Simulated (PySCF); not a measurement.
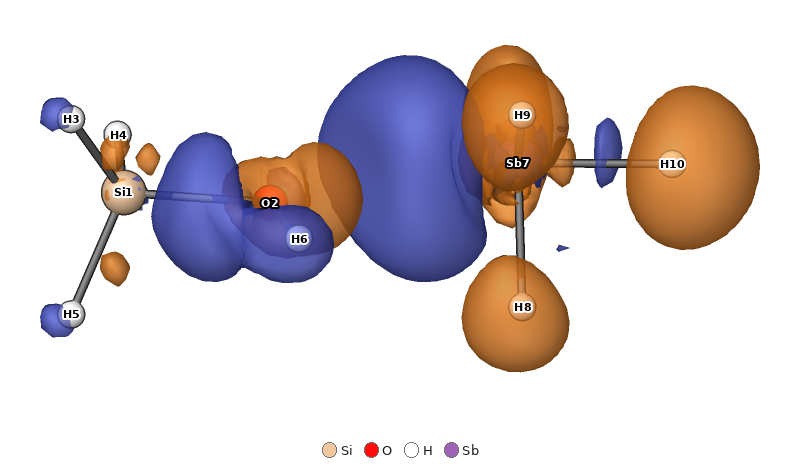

Figure. H$_{7}$OSbSi, SMILES `[SiH3]O.[SbH3]`. Density of the complex less the densities of the two fragments at the same geometry, ±0.003 e/Å³ (orange: gain, blue: loss). Fragment A: SiH4O (atoms 1–6); fragment B: SbH3.

Method: TPSS/def2-TZVP; geometry: GFN2-xTB; program: PySCF. Core potentials replace the inner electrons of Sb; spin–orbit coupling isn't included. GFN2-xTB bond lengths at metals and heavier atoms can be off by up to 0.1 Å and shapes distorted, which carries into these values.

The calculation's input:

```python
import numpy as np
from pyscf import gto, scf, dft
from pyscf.scf import atom_ks, atom_hf
from scipy.linalg import block_diag
from pyscf.dispersion import dftd3

def solve(mol, dm0=None, hcore=None):
    mf = (dft.UKS if mol.spin else dft.RKS)(mol, xc='tpss')
    mf.grids.level = 3
    mf = mf.density_fit(auxbasis='def2-universal-jkfit')
    mf.conv_tol, mf.max_cycle = 1e-8, 80
    if hcore is not None:
        mf.get_hcore = lambda *args: hcore
    mf.kernel(dm0)
    if not mf.converged:
        mf = mf.newton().run(mf.mo_coeff, mf.mo_occ, max_cycle=30)
    assert mf.converged, 'SCF not converged'
    return mf

mol = gto.M(atom='''
Si     3.15222    -0.15447    -0.00026
O      1.61182     0.40067     0.00092
H      3.83625     0.33369     1.19696
H      2.95089    -1.59447    -0.00108
H      3.83527     0.33639    -1.19967
H      1.46823     1.34455     0.00021
Sb    -1.25556    -0.07771     0.00005
H     -1.07883     1.12478    -1.17766
H     -1.07787     1.12212     1.18075
H     -2.92581     0.25351    -0.00589
''', basis='def2-tzvp', ecp={'Sb': 'def2-tzvp'}, charge=0, spin=0, verbose=4)
mol_a = gto.M(atom='''
Si     3.15222    -0.15447    -0.00026
O      1.61182     0.40067     0.00092
H      3.83625     0.33369     1.19696
H      2.95089    -1.59447    -0.00108
H      3.83527     0.33639    -1.19967
H      1.46823     1.34455     0.00021
ghost-Sb    -1.25556    -0.07771     0.00005
ghost-H     -1.07883     1.12478    -1.17766
ghost-H     -1.07787     1.12212     1.18075
ghost-H     -2.92581     0.25351    -0.00589
''', basis='def2-tzvp', charge=0, spin=0, verbose=4)
mol_b = gto.M(atom='''
ghost-Si     3.15222    -0.15447    -0.00026
ghost-O      1.61182     0.40067     0.00092
ghost-H      3.83625     0.33369     1.19696
ghost-H      2.95089    -1.59447    -0.00108
ghost-H      3.83527     0.33639    -1.19967
ghost-H      1.46823     1.34455     0.00021
Sb    -1.25556    -0.07771     0.00005
H     -1.07883     1.12478    -1.17766
H     -1.07787     1.12212     1.18075
H     -2.92581     0.25351    -0.00589
''', basis='def2-tzvp', ecp={'Sb': 'def2-tzvp'}, charge=0, spin=0, verbose=4)
ab, a, b = solve(mol), solve(mol_a), solve(mol_b)
e_int = ab.e_tot - a.e_tot - b.e_tot
print('counterpoise-corrected interaction energy / kcal/mol', e_int * 627.5095)
def disp(atoms, charge):
    m = gto.M(atom=atoms, charge=charge, basis='sto-3g', spin=None, unit='Bohr', verbose=0)
    return dftd3.DFTD3Dispersion(m, xc='tpss', version='d3bj').get_dispersion()['energy']
e_disp = disp(mol._atom, mol.charge) - disp(mol._atom[:6], mol_a.charge) - disp(mol._atom[6:], mol_b.charge)
print('D3(BJ) part / kcal/mol', e_disp * 627.5095)
# spherically averaged free atoms, for the promolecule
atom_ks.AtomSphAverageRKS.init_guess_by_vsap = lambda self, mol=None: self.init_guess_by_minao(mol)  # core potentials
atm = atom_ks.get_atm_nrks(mol, xc='tpss')
pro = block_diag(*[(atm[a[0]][2] * atm[a[0]][3]) @ atm[a[0]][2].T for a in mol._atom])
np.savez('result.npz', e_int=e_int, e_disp=e_disp, dm_a=a.make_rdm1(), dm_b=b.make_rdm1(), c=ab.mo_coeff, occ=ab.mo_occ, eps=ab.mo_energy, pro=pro, d=[f.dip_moment(verbose=0) for f in (ab, a, b)])
```

Launched as:

```sh
OMP_NUM_THREADS=1 python input.py
```

The run took 70 s on 1 thread of Intel(R) Xeon(R) 6975P-C (Granite Rapids), on a shared host, peak memory 0.64 GiB.

Partitions, critical points and surface values were worked out afterwards from this run's density.

How is the density rearranged on binding?

Answer. Hirshfeld charges show 0.029 e passing from A to B. By Hirshfeld charges, electrons gather most on H10 (−0.023 e) and leave Sb7 most (+0.014 e); 0.09 e is displaced in all, which induces a dipole of 1.08 D.

What is the interaction energy, and which contacts carry it?

Answer. The counterpoise-corrected interaction energy of the frozen fragments is +0.8 kcal/mol without dispersion correction and −1.2 kcal/mol with D3(BJ). The pair geometry is semi-empirical, not a minimum at this level. Contacts: O2···Sb7, 2.91 Å, ρ = 0.018 a.u. The pose is a local one from a semi-empirical search, not shown to be the most stable.
